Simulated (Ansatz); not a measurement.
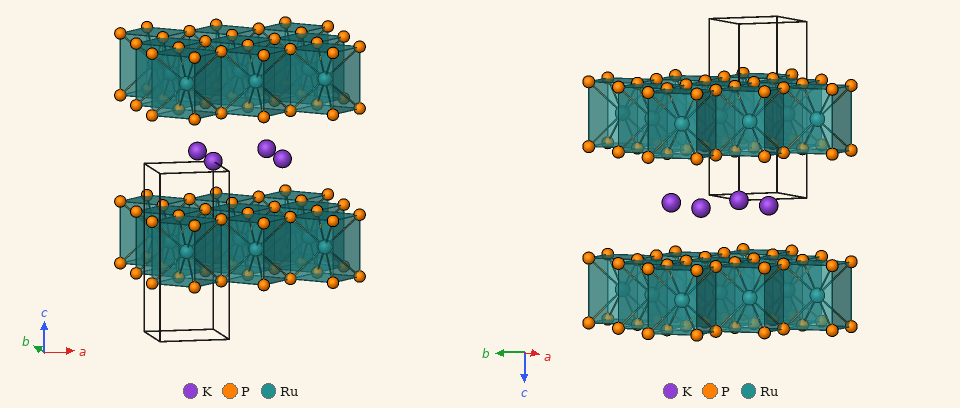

Polyhedra are drawn about Ru (bonds: P–Ru below 2.8 Å); other atoms are plain spheres. Two views of the same piece.

KP₄Ru (space group P4/mmm, No. 123): coordinates from a relaxation with Ansatz, DFT PBE, scalar-relativistic, plane waves, PAW; the starting structure was generated, so it need not be a known form of this composition.

### What figure surrounds each Ru atom, and what does it share with the other drawn polyhedra?

Ru: RuP8 cube, sharing edges with four neighbours.

### How do these polyhedra hang together as a whole?

They form layers of edge-sharing cubes parallel to (001). Their corner atoms also have K as close neighbours (those links are not drawn).
